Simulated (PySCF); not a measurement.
# C$_{3}$H$_{13}$AsSi$_{2}$: excited-state calculation

The run: excited-state calculation of C$_{3}$H$_{13}$AsSi$_{2}$. Method and program: TDDFT B3LYP/def2-SVPD, vertical, gas phase, core orbitals frozen in the response (PySCF 2.14.0).

The geometry comes from this level: GFN2-xTB. It belongs to a series of runs on one base structure; here: H on C replaced by CH2SiH3.

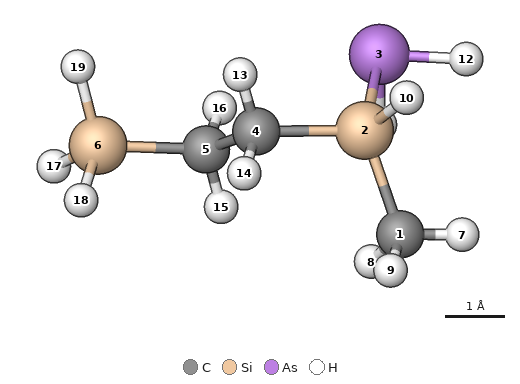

Figure 1. The input geometry (ball-and-stick view, seen at a tilt; atoms are numbered from 1 in the order of the input).

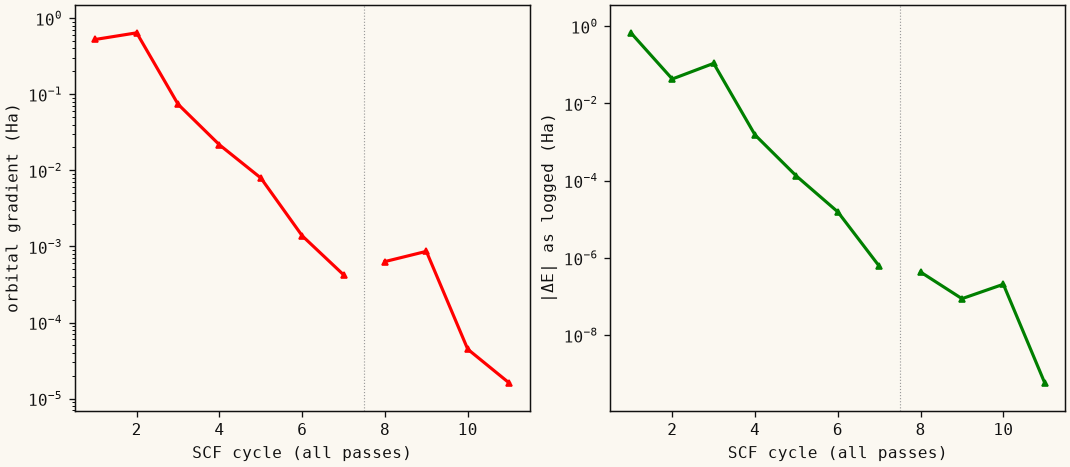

Figure 2. Convergence of the self-consistent field: orbital gradient and size of the energy change against the SCF cycle. The dotted line marks the change from a coarse to the final integration grid. The first 7 cycles use a coarse grid, the final grid takes over at cycle 8, and the field converges after 11 cycles in all.

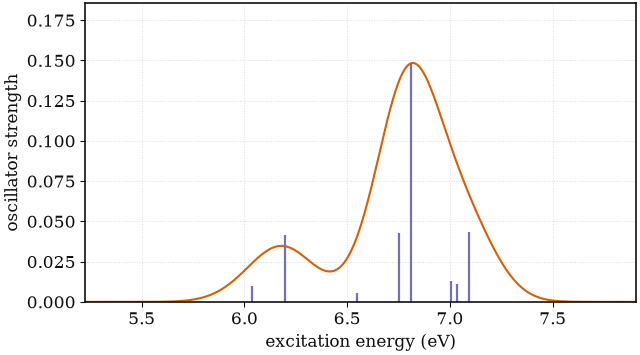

Figure 3. Computed excitations as sticks (degenerate states added up, dark ones marked on the axis), with a Gaussian envelope of 0.35 eV full width at half maximum, scaled to the tallest. Of the 8 states the lowest lies at 6.04 eV (f = 0.010); the strongest line is at 6.81 eV, or 182 nm (f = 0.148).

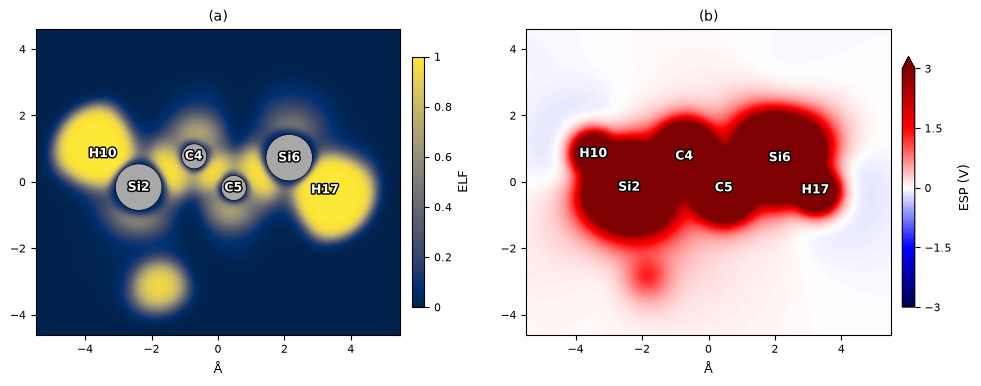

Figure 4. (a) ELF; (b) electrostatic potential on the plane of atoms C5, Si6 and H17. Grey discs, where drawn, cover atomic cores. The section cuts through Si, C and H sites. C–C (1.53 Å): the ELF peaks at about 0.95 between the atoms, as expected for localised, shared-pair bonding. Si–H (1.46 Å): the ELF climbs to about 1 towards the hydrogen, as it does in any bond to H. The potential has no marked negative region in this plane.

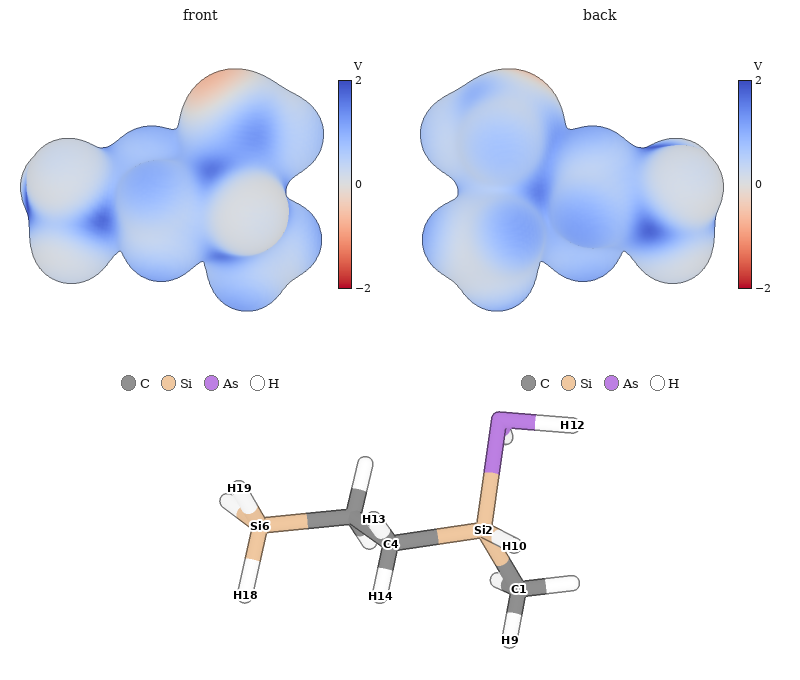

Figure 5. The molecular electrostatic potential painted on the density surface at 0.004 e/bohr³, seen face on and from behind; the colour scale runs from red (negative) to blue (positive). The bare structure is drawn below in the same view. Its dipole moment is 0.96 D.

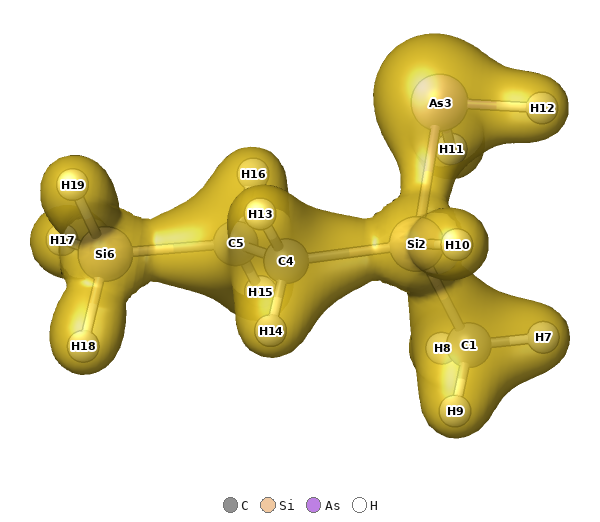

Figure 6. Isosurface of the electron density at 0.5 e/Å³ (yellow), seen at a tilt. At this value the surface is in one piece. On the grid the lowest density along these lines, outside the cores, is 1.6 e/Å³ (C–C, 1.53 Å), 0.77 e/Å³ (C–Si, 1.90 Å), 0.61 e/Å³ (Si–As, 2.34 Å) and 1.8 e/Å³ (C–H, 1.09 Å).

The input that produced these results follows, with the program's output.

Input file
```
{"job": {"kind": "uv", "xc": "B3LYP", "basis": "def2-SVPD", "nstates": 8, "ntriplets": 3}, "charge": 0, "multiplicity": 1}
C      2.305727    -0.910580     0.466088
Si     1.300612     0.712012     0.544574
As     1.421836     1.932874    -1.452859
C     -0.546272     0.309844     0.849300
C     -1.225483    -0.254211    -0.396823
Si    -3.081988    -0.573081    -0.137211
H      3.361702    -0.693632     0.326043
H      1.985013    -1.526430    -0.371018
H      2.206539    -1.502809     1.370774
H      1.794030     1.488374     1.704050
H      1.761059     0.704073    -2.247847
H      2.887195     2.189150    -1.268394
H     -1.059179     1.224902     1.153956
H     -0.656641    -0.394740     1.673860
H     -0.728319    -1.182060    -0.690004
H     -1.087421     0.447362    -1.230301
H     -3.651824    -1.161297    -1.351025
H     -3.249443    -1.496339     0.988255
H     -3.746947     0.695839     0.167268
```

The first line tells a small driver script what to run in PySCF; the rest is the geometry in Å.

Command:
```bash
OMP_NUM_THREADS=1 python <driver script> task.json out
```

Log
```
coarse grid: 67832 points
cycle   1  E = -2936.4988303371  dE = -6.721e-01  |g| = 5.252e-01  |ddm| = 5.811e+00
cycle   2  E = -2936.4560050652  dE =  4.283e-02  |g| = 6.418e-01  |ddm| = 1.478e+00
cycle   3  E = -2936.5649169433  dE = -1.089e-01  |g| = 7.398e-02  |ddm| = 8.713e-01
cycle   4  E = -2936.5664400122  dE = -1.523e-03  |g| = 2.166e-02  |ddm| = 1.567e-01
cycle   5  E = -2936.5665714182  dE = -1.314e-04  |g| = 7.940e-03  |ddm| = 4.302e-02
cycle   6  E = -2936.5665869455  dE = -1.553e-05  |g| = 1.379e-03  |ddm| = 1.167e-02
cycle   7  E = -2936.5665875567  dE = -6.112e-07  |g| = 4.238e-04  |ddm| = 3.176e-03
final grid: 140392 points
cycle   8  E = -2936.5666316235  dE = -4.298e-07  |g| = 6.329e-04  |ddm| = 1.928e-02
cycle   9  E = -2936.5666315357  dE =  8.783e-08  |g| = 8.619e-04  |ddm| = 2.750e-03
cycle  10  E = -2936.5666317429  dE = -2.072e-07  |g| = 4.462e-05  |ddm| = 1.414e-03
cycle  11  E = -2936.5666317435  dE = -5.789e-10  |g| = 1.609e-05  |ddm| = 1.050e-04
converged SCF energy = -2936.5666317435

Static polarisability (au): isotropic 126.647, principal 108.406 126.836 144.700

Singlet excitations
state   eV       nm        f      main configurations
  1   6.0385    205.3   0.01005   H->L 0.55, H->L+1 0.41
  2   6.1986    200.0   0.04171   H->L+1 0.56, H->L 0.39
  3   6.5483    189.3   0.00550   H-1->L 0.96
  4   6.7497    183.7   0.04256   H-1->L+1 0.71, H->L+2 0.20
  5   6.8118    182.0   0.14842   H->L+2 0.55, H-1->L+1 0.27, H->L+4 0.08
  6   7.0043    177.0   0.01309   H-1->L+2 0.46, H->L+4 0.44
  7   7.0346    176.2   0.01081   H->L+3 0.83
  8   7.0944    174.8   0.04349   H-1->L+2 0.47, H->L+4 0.32, H->L+2 0.11

Triplet excitations (Tamm-Dancoff, eV): 5.4691 5.6338 6.0194
```

Key numbers

```json
{"quantity": "outcome", "value": "converged"}
{"quantity": "total energy", "value": "−2936.566632 hartree"}
{"quantity": "HOMO", "value": "−7.11 eV"}
{"quantity": "LUMO", "value": "−0.15 eV"}
{"quantity": "dipole moment", "value": "0.96 D"}
{"quantity": "mean polarisability", "value": "126.65 a.u."}
{"quantity": "lowest singlet excitation", "value": "6.04 eV"}
{"quantity": "hardware", "value": "1 CPU thread, shared host"}
{"quantity": "wall time", "value": "2.3 min"}
{"quantity": "peak memory", "value": "0.99 GiB"}
```

Notes

Spin–orbit coupling is left out, which matters for the heavy atoms.
